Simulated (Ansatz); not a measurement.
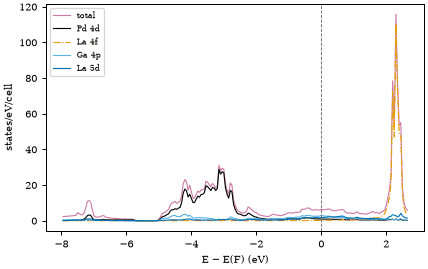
Figure. Total and projected density of states of LaGa2Pd2 in space group P4/nmm (No. 129; Pearson symbol tP10), the program Ansatz at the r²SCAN level (PAW)

Which orbitals carry the states next to the Fermi level?

Within 0.5 eV of the Fermi level: Ga 4p 41 %, La 5d 30 %, Pd 4d 17 %. Projections are on Löwdin-orthogonalised atomic valence shells; empty p or d shells of many metals are not among them.

Where is the tallest occupied peak in this window, and what makes it?

Near -3.1 eV, about 31 states/eV per cell; the largest projected share is Pd 4d.

The workflow started from a Materials Project entry (that database holds measured and hypothetical structures alike); the Crystallography Open Database copy checked does not list it. Its standing as an ambient phase is unchecked. The cell was relaxed with r²SCAN under the symmetry of its start; its stability against distortions is not shown here. The run is not spin-polarised. Spin–orbit coupling is left out wherever it is not named.

Potentials: the later of the program's two PAW sets.
